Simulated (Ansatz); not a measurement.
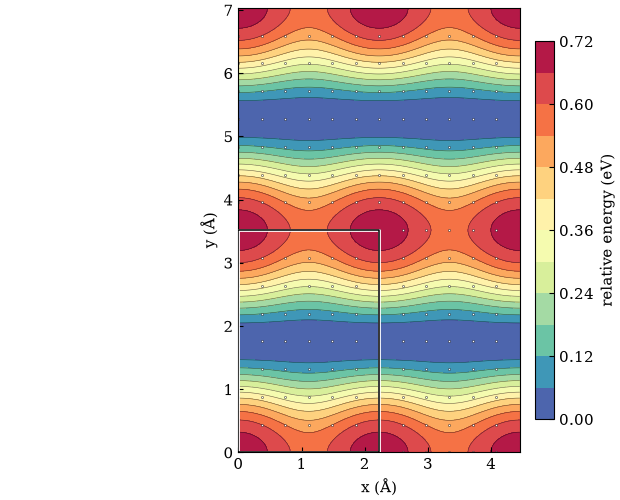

Li on a Be(100) slab cut from the P6_3/mmc phase, its upper half relaxed before the scan (24 atoms of substrate and one adsorbate in a 2 × 2 cell). Li is moved over the surface cell; relaxed at each place: the height of the adsorbate's atoms; substrate rigid; the origin of the map has the adsorbate above Be21. Places are given modulo a cell vector. The map is drawn in real space over the plane of the surface. The scan uses a 6 × 8 grid; 20 points were computed and 28 follow by symmetry. Places are given in fractions of the 1 × 1 surface cell. Energies are in eV, from the lowest grid point. Theory: DFT LDA, scalar-relativistic, plane waves, PAW (Ansatz). Settings: cutoff 420 eV, k-mesh 6×4×1, gaussian smearing 0.1 eV, no spin polarisation.

The picture shows filled contours, dots at the grid points, the outline of one cell of the 2 × 2 shown. Between grid points the surface is interpolated.

The lowest grid point is at the trough between two rows of top atoms, (0/6, 4/8) of the cell vectors. The highest grid point, the top site over a surface Be atom, (0/6, 0/8) of the cell vectors, lies 0.70 eV above the lowest. At the lowest point the adsorbate has 4 Be at 2.41 Å as nearest neighbours, at the highest 1 Be at 2.13 Å. Its relaxed height above the top atom is 1.68 Å at the lowest and 2.13 Å at the highest point.

Li is replaced by N; all else is set up alike. The runs have no spin polarisation; a magnetic state may lie lower.

What will the new map look like?

The lowest place stays at the trough between two rows of top atoms, (0/6, 4/8) of the cell vectors. The span from the lowest to the highest grid point grows from 0.70 to 3.76 eV. Higher wells of the new map: (3/6, 2/8) of the cell vectors [nearest 1 Be at 1.54 Å], 1.00 eV up (that grid point lay 0.31 eV up before). In the new map: at the lowest point the adsorbate has 2 Be at 1.58 Å as nearest neighbours, at the highest 1 Be at 1.46 Å. Its relaxed height above the top atom is 0.69 Å at the lowest and 1.46 Å at the highest point.

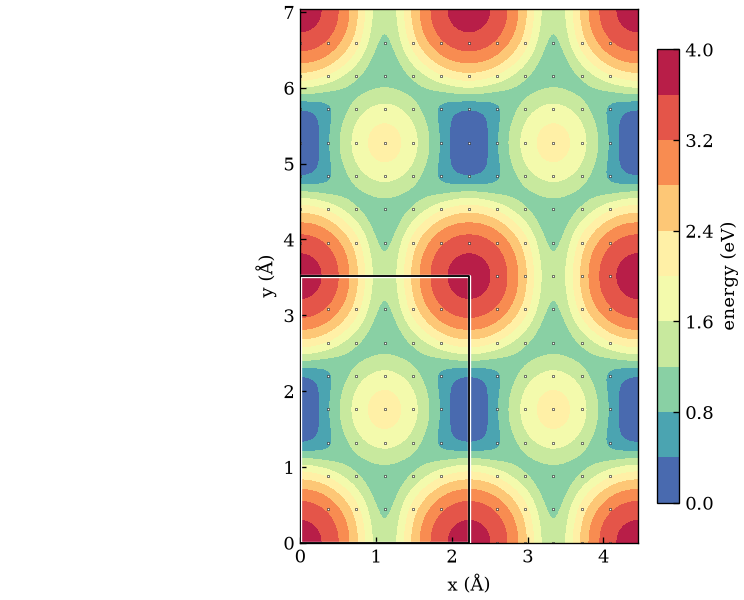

The map after the change, on a colour scale of its own. In the figure: filled contours, dots at the grid points, the outline of one cell of the 2 × 2 shown. Between grid points the surface is interpolated.
